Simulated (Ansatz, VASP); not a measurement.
# Cross-check of C between VASP and Ansatz, part 2 of 2

One calculation is typed for both programs; each brings its own data sets. How far apart do they land? The cell is taken from a series of VASP runs on this material, whose earlier steps may have relaxed, scaled or displaced it; both programs get it as it stands. Valence electrons are named where the data sets of a main pair hold unlike numbers.

VASP 6.6.1 and Ansatz 0.2.0.

So far: Starting point; Ansatz: band structure, HSE06; VASP: band structure, HSE06.

### Step 3. VASP: band structure, HSE06 (continued)

Level of this step: HSE06; plane waves and PAW (C) (VASP).

Numbers of over 12 decimals in the logs are rounded to 6 here.

From OUTCAR (step 3):

```text
ion  position               nearest neighbor table
   1  0.000  0.000  0.000-   2 1.55   2 1.55   2 1.55   2 1.55
   2  0.250  0.250  0.250-   1 1.55   1 1.55   1 1.55   1 1.55

  LATTYP: Found a face centered cubic cell.
 ALAT       =     3.5716220000

 Subroutine GETGRP returns: Found 48 space group operations
 (whereof 24 operations were pure point group operations)

The static configuration has the point symmetry T_d .
 The point group associated with its full space group is O_h .

 Found     20 irreducible k-points:

   k-points           NKPTS =     20   k-points in BZ     NKDIM =    343   number of bands    NBANDS=     10

   dimension x,y,z NGX =    18 NGY =   18 NGZ =   18
   dimension x,y,z NGXF=    36 NGYF=   36 NGZF=   36

   ENCUT  =  460.0 eV  33.81 Ry    5.81 a.u.   4.42  4.42  4.42*2*pi/ulx,y,z

   NELECT =       8.0000    total number of electrons

 k-points in reciprocal lattice and weights: Automatic mesh
   0.00000000  0.00000000  0.00000000       0.003
   0.14285714  0.00000000  0.00000000       0.023
   0.28571429  0.00000000  0.00000000       0.023
   0.42857143  0.00000000  0.00000000       0.023
   0.14285714  0.14285714  0.00000000       0.017
   0.28571429  0.14285714  0.00000000       0.070
   0.42857143  0.14285714  0.00000000       0.070
  -0.42857143  0.14285714  0.00000000       0.070
  -0.28571429  0.14285714  0.00000000       0.070
[...]
-0.42857143  0.42857143  0.14285714       0.070
  -0.28571429  0.42857143  0.14285714       0.070

  exchange ACFDT corr.  =         0.00000000  see jH, gK, PRB 81, 115126

 average (electrostatic) potential at core
       1 -41.6992       2 -41.6992

 E-fermi :   9.2081

 k-point     1 :       0.0000    0.0000    0.0000
  band No.  band energies     occupation
      1     -14.4411      2.00000
      2       9.0419      2.00000
      3       9.0419      2.00000
      4       9.0419      2.00000
      5      16.0274      0.00000
      6      16.0274      0.00000
      7      16.0274      0.00000
      8      24.2301      0.00000
      9      29.8548      0.00000
    ...

 k-point     2 :       0.1429    0.0000    0.0000
  band No.  band energies     occupation
      1     -13.8325      2.00000
      2       5.8253      2.00000
      3       8.1825      2.00000
      4       8.1825      2.00000
      5      17.1639      0.00000
      6      17.1639      0.00000
      7      17.5793      0.00000
      8      24.7600      0.00000
      9      30.7674      0.00000
    ...

 k-point     3 :       0.2857    0.0000    0.0000
  band No.  band energies     occupation
      1     -12.0321      2.00000
      2       0.5131      2.00000
      3       6.8605      2.00000
      4       6.8605      2.00000
      5      18.6639      0.00000
      6      18.6639      0.00000
      7      18.8647      0.00000
      8      25.9580      0.00000
      9      31.5898      0.00000
    ...

  energy-cutoff  :      460.00
  volume of cell :       11.39
      direct lattice vectors                 reciprocal lattice vectors
     0.000000000  1.785811000  1.785811000    -0.279984836  0.279984836  0.279984836
     1.785811000  0.000000000  1.785811000     0.279984836 -0.279984836  0.279984836
     1.785811000  1.785811000  0.000000000     0.279984836  0.279984836 -0.279984836

 POSITION                                       TOTAL-FORCE (eV/Angst)
 -----------------------------------------------------------------------------------
      0.00000      0.00000      0.00000         0.000000      0.000000      0.000000
      0.89291      0.89291      0.89291        -0.000000     -0.000000     -0.000000
 -----------------------------------------------------------------------------------
    total drift:                                0.000000      0.000000      0.000000

  FREE ENERGIE OF THE ION-ELECTRON SYSTEM (eV)
  ---------------------------------------------------
  free  energy   TOTEN  =       -21.0871501966 eV

  energy  without entropy=      -21.0871501966  energy(sigma->0) =      -21.08715020

 total charge
# of ion       s       p       d       tot
------------------------------------------
    1        0.834   1.738   0.000   2.572
    2        0.834   1.738   0.000   2.572
--------------------------------------------------
tot          1.669   3.476   0.000   5.145

[... 3 further parts left out ...]
```

The PAW data sets were made with PBE, which is usual practice but a small mismatch for other functionals.

### Step 4. Differences

Known differences besides the potentials themselves: exact exchange at q = 0 is treated differently, which shows on coarse meshes; VASP keeps PBE cores, Ansatz makes them for the functional; the cutoff is 420 eV in Ansatz and 460 eV in VASP; VASP takes a coarser grid for exact exchange (PRECFOCK = Fast). Total energies have different zeros and are not compared.

Both answers:

| quantity | Ansatz | VASP | difference |
| --- | --- | --- | --- |
| gap over the path points (eV) | 5.312 | 5.305 | +0.008 |

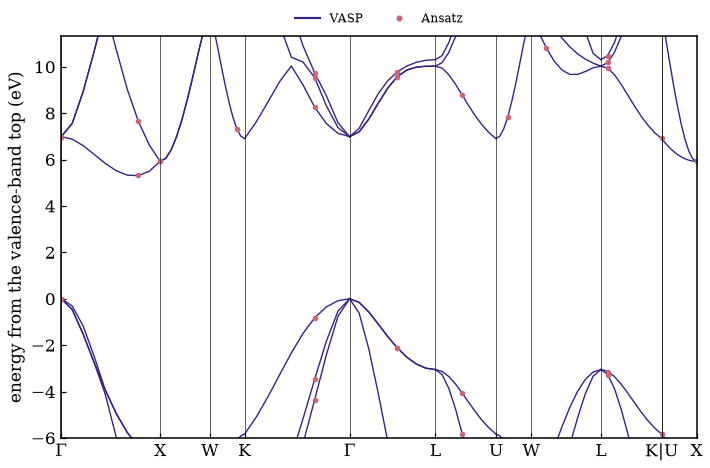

Bands from VASP (lines) and levels from Ansatz (dots). Dots without a line are higher empty bands that the VASP plot leaves out.

Levels at points of the path, from each program's valence-band top (eV; 3 filled, then empty):

| k (reciprocal lattice) | Ansatz | VASP |
| --- | --- | --- |
| 0.000 0.000 0.000 | 0.00 0.00 0.00 6.99 6.99 6.99 | 0.00 0.00 0.00 6.99 6.99 6.99 |
| 0.389 0.000 0.389 | -10.00 -6.37 -6.37 5.31 7.67 17.66 | -10.00 -6.36 -6.36 5.30 7.67 17.68 |
| 0.500 0.000 0.500 | -14.04 -6.85 -6.85 5.93 5.93 19.17 | -14.05 -6.85 -6.85 5.92 5.92 19.20 |
| 0.500 0.222 0.722 | -13.25 -8.94 -8.94 11.64 11.64 14.72 | -13.25 -8.93 -8.93 11.64 11.64 14.73 |
| 0.403 0.347 0.750 | -12.89 -10.03 -6.14 7.33 12.38 16.24 | -12.89 -10.02 -6.13 7.32 12.39 16.26 |
| 0.125 0.125 0.250 | -4.36 -3.48 -0.83 8.26 9.53 9.74 | -4.36 -3.48 -0.82 8.26 9.53 9.74 |
| 0.278 0.278 0.278 | -8.23 -2.12 -2.12 9.57 9.57 9.77 | -8.23 -2.12 -2.12 9.57 9.57 9.78 |
| 0.556 0.389 0.556 | -13.92 -5.83 -4.08 8.78 12.16 12.90 | -13.91 -5.83 -4.07 8.77 12.16 12.91 |
| 0.583 0.250 0.667 | -12.88 -9.96 -6.48 7.82 12.40 15.96 | -12.88 -9.96 -6.48 7.82 12.41 15.97 |
| 0.500 0.306 0.694 | -12.52 -9.29 -7.35 10.80 12.11 15.05 | -12.52 -9.29 -7.35 10.80 12.12 15.07 |

Among the levels compared at these points, filled levels agree within 6 meV and empty ones within 22 meV.

### Step 5. Results

| Property | Result |
| --- | --- |
| largest difference of a filled level at the path points (band structure, HSE06) | 5.5 meV |

**Reading.** The largest difference of a filled level at the path points is 5.5 meV (band structure, HSE06), within the 80 meV picked in this series as the mark of a large difference. Such differences can come from data sets, numerical settings and the points named under the comparisons, not from the functional's error against experiment.

[Lines on the potential files, build, host, timing and source positions are cut from VASP's logs without a mark.]

[Logs are printed without paths, hosts, clocks, repeated set-up lines and the standing remarks that a program may print on its own settings, such as how far it seeks lower states.]

[Hosts, paths, dates, database ids (printed as entryN), source tags and the programs' standing remarks are cut or masked in the printed files.]
